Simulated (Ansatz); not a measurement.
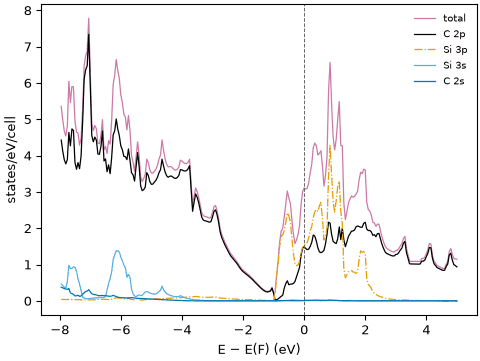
Figure. Total and projected density of states of SiC₁₂ in space group P6/mmm (No. 191; C on 12n, Si on 1b), plane-wave PAW PBE+D3(BJ) (Ansatz code)

Question: Which orbitals carry the states next to the Fermi level?

Answer: Within 0.5 eV of the Fermi level: Si 3p 59 %, C 2p 39 %. Projections are on Löwdin-orthogonalised atomic valence shells; empty p or d shells of many metals are not among them.

Question: Where is the tallest occupied peak in this window, and what makes it?

Answer: Near -7.0 eV, about 7.8 states/eV per cell; the largest projected share is C 2p.

The start of the workflow was typed in or built on a structure type; neither database checked (COD, Materials Project) lists it. Whether it is the stable phase at ambient conditions was not checked. Symmetry was held in the PBE+D3(BJ) relaxation; whether a distortion lowers the energy is not shown. Its formation energy is positive at this level, so the cell may be metastable or incomplete.

Potentials: the earlier of the program's two PAW sets.
